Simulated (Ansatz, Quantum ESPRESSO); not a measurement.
# K2Pt (Fm-3m): the LO frequency by hand

Wanted: the LO mode of K2Pt (Fm-3m) from the TO mode and the field response.

Main program and level: Quantum ESPRESSO 7.5; DFT PBEsol, scalar-relativistic, plane waves, PseudoDojo norm-conserving pseudopotentials.

## 1. The relaxed structure

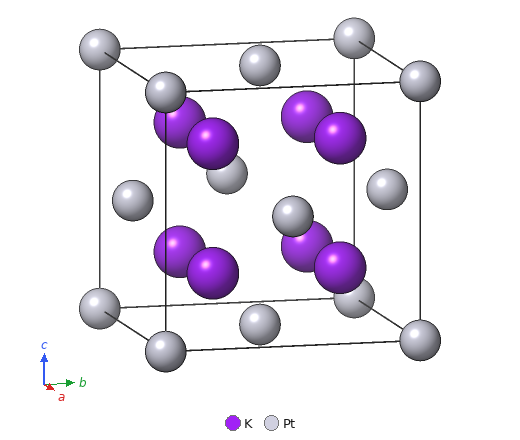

Start, viewed slightly off an axis; potassium purple, platinum light grey. This picture shows the conventional cell, with its axes. Some periodic images of atoms are drawn too.

This is the cell after its relaxation at this level of theory, not the database cell from which that began.

## 2. What the response run gave

A linear-response run on the relaxed cell, with the response to an electric field; only its zone-centre results are used. Cutoff 76 Ry, k mesh 6×6×6.

Output:

```text
[banners, grids, parts of the stress and lines that vanish by symmetry left out]
Program PHONON v.7.5
     Reading xml data from directory:

[...]
Exchange-correlation= PBESOL
                           (   1   4  10   8   0   0   0)
[...]
kinetic-energy cut-off    =      76.0000  Ry
     charge density cut-off    =     304.0000  Ry
     convergence threshold     =      1.0E-18
[...]
Exchange-correlation= PBESOL
                           (   1   4  10   8   0   0   0)
[...]
q = (   0.0000000   0.0000000   0.0000000 )
     49 Sym.Ops. (with q -> -q+G )
     G cutoff = 1532.5490  (  62847 G-vectors)     FFT grid: ( 60, 60, 60)
     number of k points=    16
[...]
Mode symmetry, O_h (m-3m)  point group:
[...]
Dielectric constant
[...]
End of electric fields calculation
          Dielectric constant in cartesian axis
          (       5.022276086       0.000000000       0.000000000 )
          (       0.000000000       5.022276086      -0.000000000 )
          (       0.000000000      -0.000000000       5.022276086 )
          Effective charges (d Force / dE) in cartesian axis without acoustic sum rule applied (asr)
           atom    1  K     Mean Z*:        0.94369
      Ex  (        0.94369        0.00000        0.00000 )
      Ey  (        0.00000        0.94369       -0.00000 )
      Ez  (        0.00000       -0.00000        0.94369 )
           atom    2  K     Mean Z*:        0.94369
      Ex  (        0.94369        0.00000        0.00000 )
      Ey  (        0.00000        0.94369       -0.00000 )
      Ez  (        0.00000       -0.00000        0.94369 )
           atom    3  Pt    Mean Z*:       -1.88803
      Ex  (       -1.88803        0.00000        0.00000 )
      Ey  (        0.00000       -1.88803        0.00000 )
      Ez  (        0.00000        0.00000       -1.88803 )
          Effective charges Sum: Mean:       -0.00065
[...]
Effective charges (d Force / dE) in cartesian axis with asr applied:
           atom    1  K     Mean Z*:        0.94390
[...]
atom    2  K     Mean Z*:        0.94390
[...]
atom    3  Pt    Mean Z*:       -1.88781
[...]
Representation #   1 modes #   1   2   3
[...]
End of self-consistent calculation
     Convergence has been achieved
     Representation #   2 modes #   4   5   6
[...]
End of self-consistent calculation
     Convergence has been achieved
     Representation #   3 modes #   7   8   9
[...]
End of self-consistent calculation
     Convergence has been achieved
[...]
Dielectric constant in cartesian axis
          (       5.022276086       0.000000000       0.000000000 )
          (       0.000000000       5.022276086      -0.000000000 )
          (       0.000000000      -0.000000000       5.022276086 )
          Effective charges (d Force / dE) in cartesian axis without acoustic sum rule applied (asr)
           atom    1  K     Mean Z*:        0.94369
      Ex  (        0.94369        0.00000        0.00000 )
      Ey  (        0.00000        0.94369       -0.00000 )
      Ez  (        0.00000       -0.00000        0.94369 )
           atom    2  K     Mean Z*:        0.94369
      Ex  (        0.94369        0.00000        0.00000 )
      Ey  (        0.00000        0.94369       -0.00000 )
      Ez  (        0.00000       -0.00000        0.94369 )
           atom    3  Pt    Mean Z*:       -1.88803
      Ex  (       -1.88803        0.00000        0.00000 )
      Ey  (        0.00000       -1.88803        0.00000 )
      Ez  (        0.00000        0.00000       -1.88803 )
          Effective charges Sum: Mean:       -0.00065
[...]
Effective charges (d Force / dE) in cartesian axis with asr applied:
           atom    1  K     Mean Z*:        0.94390
[...]
atom    2  K     Mean Z*:        0.94390
[...]
atom    3  Pt    Mean Z*:       -1.88781
[...]
q = (    0.000000000   0.000000000   0.000000000 )
[...]
freq (    1) =      -0.248114 [THz] =      -8.276205 [cm-1]
     freq (    2) =      -0.248114 [THz] =      -8.276205 [cm-1]
     freq (    3) =      -0.248114 [THz] =      -8.276205 [cm-1]
     freq (    4) =       2.779861 [THz] =      92.726198 [cm-1]
     freq (    5) =       2.779861 [THz] =      92.726198 [cm-1]
     freq (    6) =       2.779861 [THz] =      92.726198 [cm-1]
     freq (    7) =       3.544190 [THz] =     118.221459 [cm-1]
     freq (    8) =       3.544190 [THz] =     118.221459 [cm-1]
     freq (    9) =       3.544190 [THz] =     118.221459 [cm-1]
[...]
Mode symmetry, O_h (m-3m)  point group:
     freq (   1-   3) =         -8.3  [cm-1]   --> T_1u G_15  G_4- I
     freq (   4-   6) =         92.7  [cm-1]   --> T_1u G_15  G_4- I
     freq (   7-   9) =        118.2  [cm-1]   --> T_2g G_25' G_5+ R

   JOB DONE.
```

| quantity | value |
| --- | --- |
| cell volume Ω (Å³) | 104.015 |
| mass of K (u) | 39.098 |
| mass of Pt (u) | 195.084 |
| Born charge of K, raw (e) | 0.944 |
| Born charge of Pt, raw (e) | -1.888 |
| ε∞ | 5.022 |
| ω(TO) after the sum rule (cm⁻¹) | 93.4 |

## 3. The calculation

The charges must sum to zero over the cell; taking off their mean, 0.000 e, leaves Z* = -1.888 e on Pt. In the polar mode Pt moves against the two K, so the reduced mass is μ = 195.08 × 78.20 / 273.28 = 55.821 u.

A longitudinal wave builds up a field that adds to the restoring force: ω(LO)² = ω(TO)² + 4π Z*² / (μ Ω ε∞), in Hartree atomic units. With μ = 101756 electron masses and Ω = 701.93 bohr³ the second term is 1.2484e-07 Ha², or 6014 cm⁻² (1 Ha = 219474.6 cm⁻¹).

So ω(LO) = √(8724 + 6014) = 121.4 cm⁻¹, and by the Lyddane-Sachs-Teller relation ε₀ = ε∞ (ω(LO)/ω(TO))² = 8.48.

## 4. Check against the program

The analysis program adds the same non-analytic term to the full matrix, here for q along (1 0 0).

Output:

```text
[banners, grids, parts of the stress and lines that vanish by symmetry left out]
[banner, memory and clock lines left out]
Program DYNMAT v.7.5

     Reading Dynamical Matrix from file g.dyn
     ...Force constants read
     ...epsilon and Z* read

     Polarizability (A^3 units)
     multiply by 0.427212 for Clausius-Mossotti correction
        33.293252    0.000000    0.000000
         0.000000   33.293252   -0.000000
         0.000000   -0.000000   33.293252

     IR activities are in (D/A)^2/amu units

# mode   [cm-1]    [THz]      IR
    1     -0.00   -0.0000    0.0000
    2     -0.00   -0.0000    0.0000
[...]
8    118.91    3.5648    0.0000
    9    121.39    3.6393    1.4729

[end of the log left out, with the tail of the file of modes that dynmat.x writes under the same name]
```

ε₀ comes from the program's run without a direction of q.

| quantity | by hand | program |
| --- | --- | --- |
| ω(LO) (cm⁻¹) | 121.4 | 121.4 |
| ε₀ | 8.48 | 8.48 |

## 5. Summary of results

| Quantity | Value |
| --- | --- |
| TO mode | 93.40 cm⁻¹ |
| LO mode | 121.4 cm⁻¹ |
| static dielectric constant | 8.485 |

The LO mode of K2Pt (Fm-3m) lies at 121 cm⁻¹, 28 cm⁻¹ above the TO mode; the formula meets the program within 0.1 cm⁻¹, as it must for a cubic crystal with one polar mode. ω(LO)² − ω(TO)² goes with Z*²/ε∞: an error of 5 % in ε∞ would move the LO mode by 1.2 cm⁻¹, and semilocal functionals tend to overestimate ε∞. These are harmonic values at zero temperature, at the volume of this functional, for the structure held cubic; stability elsewhere in the zone is no part of this calculation.

[Host names and launcher messages were left out of these logs when they were recorded.]

[Logs are printed without paths, hosts, clocks, repeated set-up lines and the standing remarks that a program may print on its own settings, such as how far it seeks lower states.]

[Hosts, paths, dates, database ids (printed as entryN), source tags and the programs' standing remarks are cut or masked in the printed files.]
